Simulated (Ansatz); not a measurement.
GeH4ClF: several calculations on one system

**1. Relaxation**

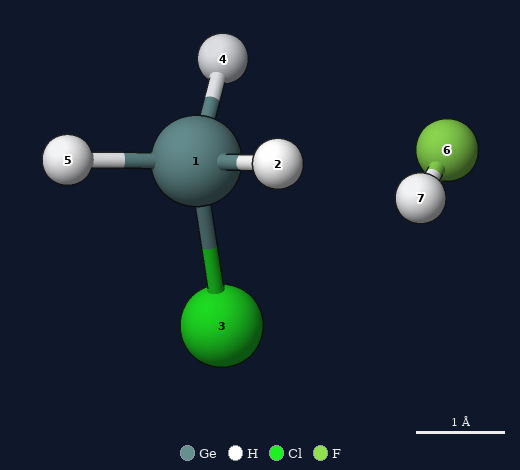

This is the input geometry for a relaxation of GeH$_{4}$ClF. Style: ball-and-stick. Shown at a tilt.

The run prepares an end point of a later path (reaction) calculation, from a guessed geometry.

Theory: RKS PBE/def2-SVP (Ansatz).

Input
```yaml
crystal:
  periodic: [false, false, false]
  atoms:
    - { symbol: Ge, position_ang: [-0.125169, -0.159355, -0.074852] }
    - { symbol: H, position_ang: [-0.051101, -0.13126, 1.47393] }
    - { symbol: Cl, position_ang: [1.927556, -0.30459, -0.798645] }
    - { symbol: H, position_ang: [-0.790772, 1.095608, -0.667416] }
    - { symbol: H, position_ang: [-0.840877, -1.458819, -0.52736] }
    - { symbol: F, position_ang: [0.960335, 2.096724, 1.360949] }
    - { symbol: H, position_ang: [1.149528, 1.268591, 1.743394] }
basis:
  gaussian: { orbitals: def2-SVP }
hamiltonian:
  xc: pbe
relax:
  f_tol: 0.03
  max_steps: 50
```

Command:
```bash
ansatz run input.yaml --threads 2 --pin off --max-ram 3072MiB --backend cpu --events-out ev --progress --plain --runs-dir out
```

> What does the optimiser find from here?

The atom that moves furthest after the best rigid fit is H7 (0.92 Å). By element the largest moves are H 0.92 Å, Cl 0.51 Å, F 0.20 Å, Ge 0.20 Å. Near-neighbour distances that change, for instance: Ge1–Cl3 2.181 → 2.219 Å, F6–H7 0.932 → 0.948 Å, Ge1–H2 1.551 → 1.541 Å. Among the angles between lasting bonds that change: H2–Ge1–H5 109.2° → 112.1°, Cl3–Ge1–H4 109.5° → 106.7°, Cl3–Ge1–H5 106.4° → 104.2°. The energy falls by 0.258 eV in 10 accepted moves (11 points after the start). The largest force component goes from 0.42 to 0.027 eV/Å. The line search rejected the trial step at point 2 of the run.

Final geometry:

```xyz
7

Ge   -0.2788   -0.2347    0.0280
H    -0.4847   -0.4408    1.5409
Cl    1.9116   -0.1330   -0.3149
H    -0.8737    1.0789   -0.5151
H    -0.7366   -1.4642   -0.7947
F     1.0451    2.0592    1.5419
H     1.6465    1.5415    1.0241
```

The end point in the same view:

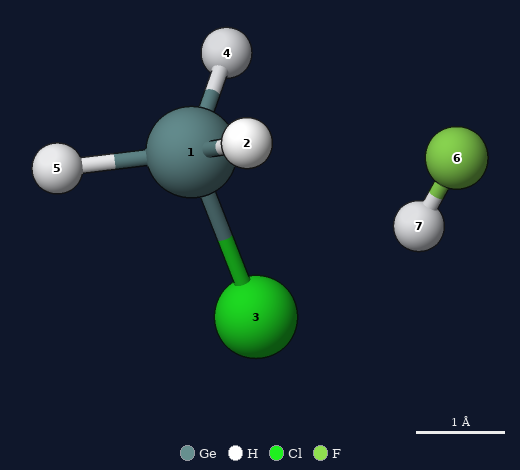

**2. Relaxation**

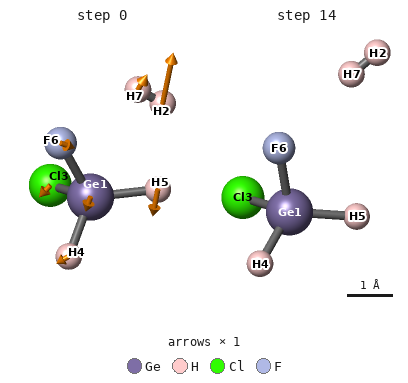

The structure of GeH₄ClF before (left) and after (right) a relaxation, at one scale. The orange arrows give the displacements, at their true length.

A ball-and-stick model, seen from a free direction.

The run prepares an end point of a later path (reaction) calculation, from a guessed geometry.

Method: Ansatz 0.2.0, RKS PBE/def2-SVP. Set-up: no spin polarisation; force threshold 0.03 eV/Å; at most 50 steps.

Question: Summarise the run.

Answer: The atom that moves furthest after the best rigid fit is H2 (1.35 Å). Largest moves by element: H 1.35 Å, F 0.41 Å, Ge 0.40 Å, Cl 0.39 Å. Near-neighbour distances that change, for instance: H2–H7 0.720 → 0.770 Å, Ge1–F6 1.718 → 1.759 Å, Ge1–H5 1.536 → 1.545 Å, Ge1–Cl3 2.167 → 2.162 Å. Bond angles that change, for instance: H5–Ge1–F6 111.6° → 106.9°. After 13 accepted moves (14 points after the start) the energy has fallen by 25.3 kJ/mol. The largest force component goes from 1.8 to 0.017 eV/Å. The line search rejected the trial step at point 7 of the run. The forces were under the threshold at step 6, but the run went on from there. The run took 19 s on 2 threads of Arm Neoverse V1, with other jobs on the host, peak memory 0.12 GiB.

**3. Path**

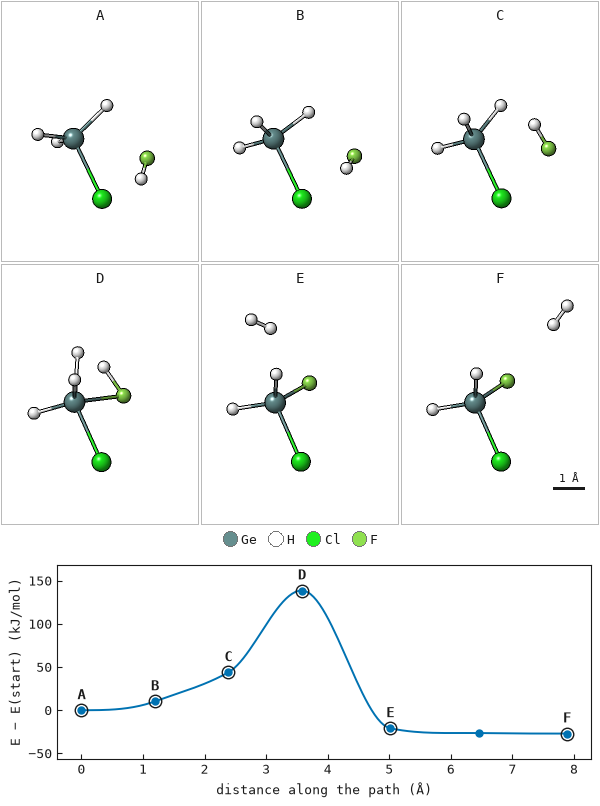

NEB run on GeH4ClF. Images are numbered from 0 (start) to 6 (end). Frames A to F are images 0, 1, 2, 3, 4, 6. Style: ball-and-stick. Shown from a free direction.

Level of theory: RKS PBE/def2-SVP (Ansatz 0.2.0).

The input:
```yaml
crystal:
  periodic: [false, false, false]
  atoms:
    - { symbol: Ge, position_ang: [-0.273929, -0.228327, 0.008731] }
    - { symbol: H, position_ang: [-0.581989, -0.37704, 1.510941] }
    - { symbol: Cl, position_ang: [1.935947, -0.200796, -0.194911] }
    - { symbol: H, position_ang: [-0.792578, 1.082529, -0.613437] }
    - { symbol: H, position_ang: [-0.715868, -1.471397, -0.802111] }
    - { symbol: F, position_ang: [1.020434, 2.07693, 1.530887] }
    - { symbol: H, position_ang: [1.637482, 1.524999, 1.069899] }
basis:
  gaussian: { orbitals: def2-SVP }
hamiltonian:
  xc: pbe
neb:
  order_check: false
  images: 5
  f_tol: 0.03
  max_iterations: 60
  final_atoms:
    - { symbol: Ge, position_ang: [0.18976047, 0.27335223, -0.80485745] }
    - { symbol: H, position_ang: [0.19580216, 0.35530444, 3.59531589] }
    - { symbol: Cl, position_ang: [2.08315439, -0.29711008, -1.67806627] }
    - { symbol: H, position_ang: [-0.57503237, 1.17331323, -1.79991503] }
    - { symbol: H, position_ang: [-0.52906125, -0.99240277, -0.2872712] }
    - { symbol: F, position_ang: [0.54993355, 1.26855667, 0.60039487] }
    - { symbol: H, position_ang: [0.31494206, 0.62588427, 2.88439819] }
  initial_path:
    images:
      - { positions_ang: [[-0.273929, -0.228327, 0.008731], [-0.581989, -0.37704, 1.510941], [1.935947, -0.200796, -0.194911], [-0.792578, 1.082529, -0.613437], [-0.715868, -1.471397, -0.802111], [1.020434, 2.07693, 1.530887], [1.637482, 1.524999, 1.069899]] }
      - { positions_ang: [[-0.17338342, -0.15292604, -0.00114256], [-0.43947292, -0.23584723, 1.63053831], [2.01791074, -0.15592942, -0.31483125], [-0.73471005, 1.14318113, -0.62047613], [-0.70374273, -1.40216353, -0.72651148], [1.02650304, 1.90348628, 1.24185253], [1.23639434, 1.30709681, 1.30056959]] }
      - { positions_ang: [[-0.07283785, -0.07752507, -0.01101612], [-0.29695684, -0.09465446, 1.75013563], [2.09987448, -0.11106284, -0.43475151], [-0.67684211, 1.20383326, -0.62751527], [-0.69161747, -1.33293006, -0.65091197], [1.03257208, 1.73004256, 0.95281806], [0.83530669, 1.08919462, 1.53124018]] }
      - { positions_ang: [[0.02770773, -0.00212411, -0.02088968], [-0.15444076, 0.04653831, 1.86973294], [2.18183823, -0.06619626, -0.55467176], [-0.61897416, 1.26448538, -0.6345544], [-0.6794922, -1.26369659, -0.57531245], [1.03864113, 1.55659884, 0.66378359], [0.43421903, 0.87129243, 1.76191077]] }
      - { positions_ang: [[0.08172531, 0.08970134, -0.28221227], [-0.03769312, 0.14946035, 2.44492726], [2.14894362, -0.14316753, -0.9291366], [-0.6043269, 1.23409467, -1.02300795], [-0.62934855, -1.17326532, -0.4792987], [0.8757386, 1.46058478, 0.64265401], [0.39446004, 0.78948971, 2.13607324]] }
      - { positions_ang: [[0.13574289, 0.18152678, -0.54353486], [0.07905452, 0.25238239, 3.02012158], [2.116049, -0.2201388, -1.30360143], [-0.58967964, 1.20370395, -1.41146149], [-0.5792049, -1.08283404, -0.38328495], [0.71283607, 1.36457073, 0.62152444], [0.35470105, 0.70768699, 2.51023571]] }
      - { positions_ang: [[0.18976047, 0.27335223, -0.80485745], [0.19580216, 0.35530444, 3.59531589], [2.08315439, -0.29711008, -1.67806627], [-0.57503237, 1.17331323, -1.79991503], [-0.52906125, -0.99240277, -0.2872712], [0.54993355, 1.26855667, 0.60039487], [0.31494206, 0.62588427, 2.88439819]] }
```

Launched with:
```bash
ansatz run input.yaml --threads 2 --pin off --max-ram 3072MiB --backend cpu --events-out ev --progress --plain --runs-dir out
```

### Read off the barrier and say what moves.

Breaking: F–H (0.95 → 2.38 Å), Ge–H (1.54 → 4.40 Å). Forming: F–Ge (3.05 → 1.76 Å), H–H (2.96 → 0.77 Å). The highest point, image 3, lies 138.8 kJ/mol above the start and 165.7 kJ/mol above the end; the end is at −27.0 kJ/mol relative to the start. The band is converged. At the top, the vibrational analysis gives one imaginary mode (828i cm⁻¹), as a transition state must have.

Cost: 2.4 min on 2 threads of Arm Neoverse V1, with other jobs on the host, peak memory 0.12 GiB.
